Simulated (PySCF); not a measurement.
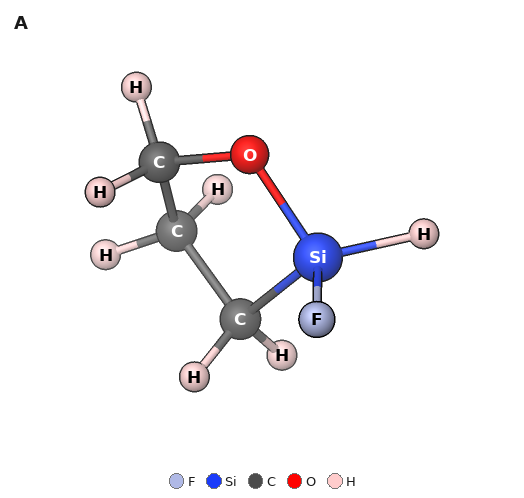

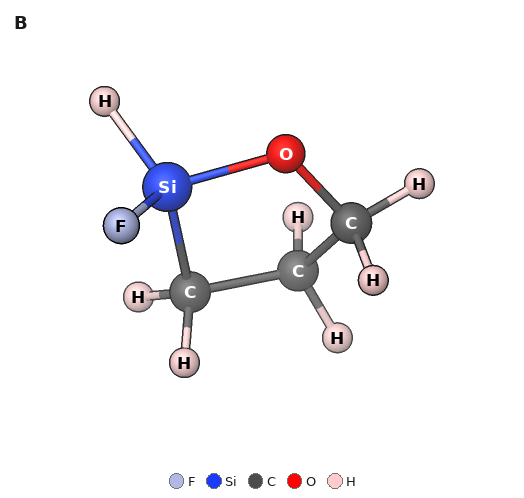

Distant atoms are faded towards the background colour. The geometry was computed by an optimisation with PBE0-D3(BJ)/def2-SVP. No frequency run is at hand to confirm it as a minimum.

Are A and B the same structure? If not, how do they differ?

Answer. No. They are enantiomers, mirror images that no rotation superimposes: A is F[Si@H]1CCCO1 (S), B is F[Si@@H]1CCCO1 (R). Their energies are equal.
